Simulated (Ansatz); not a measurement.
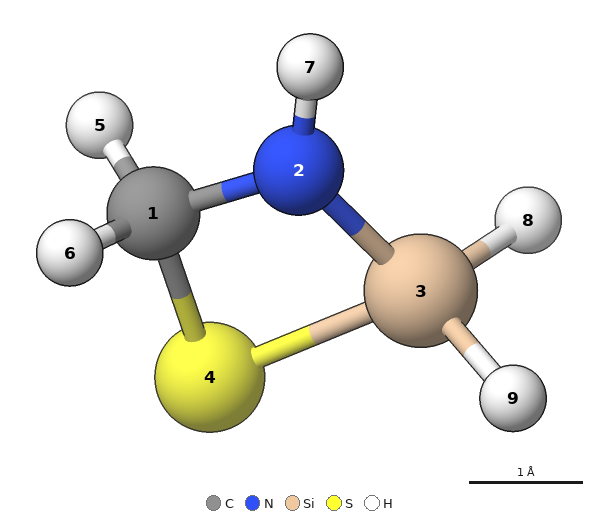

The view is orthographic, and the bar gives the scale. The geometry was computed by an optimisation with PBE-D4/def2-SVP. No frequency run is at hand to confirm it as a minimum.

Reconstruct the coordinates (Å) as seen: x to the right, y up, z towards the viewer, origin at the mean of the atomic positions.

```xyz
9
CH5NSSi
C   -1.20   0.19   0.05
N    0.08   0.57   0.61
Si   1.17  -0.49  -0.24
S   -0.70  -1.26  -1.03
H   -1.68   0.97  -0.59
H   -1.94  -0.16   0.80
H    0.19   1.49   1.05
H    2.12   0.13  -1.24
H    1.98  -1.45   0.59
```
